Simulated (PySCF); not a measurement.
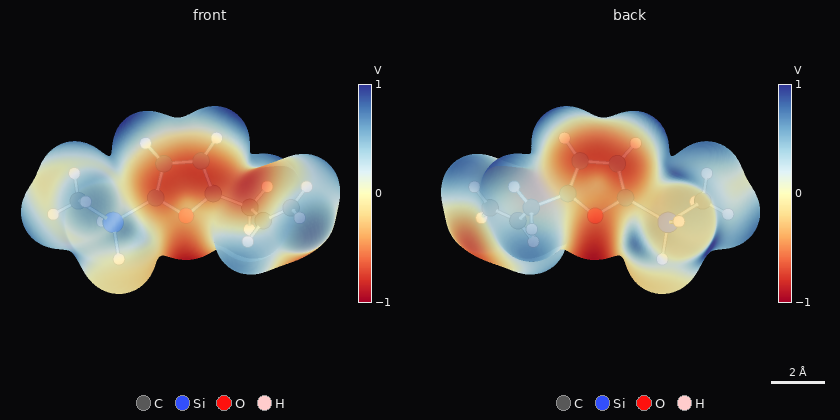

C$_{8}$H$_{12}$OSi (SMILES C=CCc1ccc([SiH2]C)o1). The molecular electrostatic potential painted on the density surface at 0.002 e/bohr³, seen from the front and from behind; the colour scale runs from red (negative) to blue (positive).

Geometry: GFN2-xTB.

Level of theory: PBE0/pcSseg-1, SCF density, gas phase, non-relativistic in PySCF 2.14.0.

Input

```
{"job": {"kind": "nmr", "xc": "PBE0", "basis": "pcSseg-1"}, "charge": 0, "multiplicity": 1}
C     -4.194402     0.101163    -0.222692
C     -3.046637    -0.543624    -0.297591
C     -2.201584    -0.908286     0.889518
C     -0.865144    -0.249267     0.785286
C     -0.436007     0.987324     1.175741
C      0.911538     1.079671     0.765842
C      1.222973    -0.100652     0.145464
Si     2.777664    -0.782686    -0.644886
C      3.829225     0.671519    -1.259806
O      0.130487    -0.907530     0.164473
H     -4.766763     0.352131    -1.099287
H     -4.615753     0.398968     0.723491
H     -2.635574    -0.830617    -1.256259
H     -2.694176    -0.596706     1.811359
H     -2.051557    -1.990833     0.908297
H     -1.010688     1.730720     1.690081
H      1.570207     1.912691     0.908071
H      2.386209    -1.647016    -1.764263
H      3.530699    -1.572105     0.342198
H      4.747936     0.316005    -1.715856
H      4.102355     1.338661    -0.447587
H      3.298581     1.259854    -2.003227
```

Run with:

```sh
OMP_NUM_THREADS=1 python probes_run.py task.json out
```

### Describe the electrostatic potential map.

The most negative region (about −0.9 V) lies over O10, the most positive (about +1.0 V) over Si8, H16 and H17.

### How polar is the molecule by this calculation?

Its dipole moment is 0.91 D.
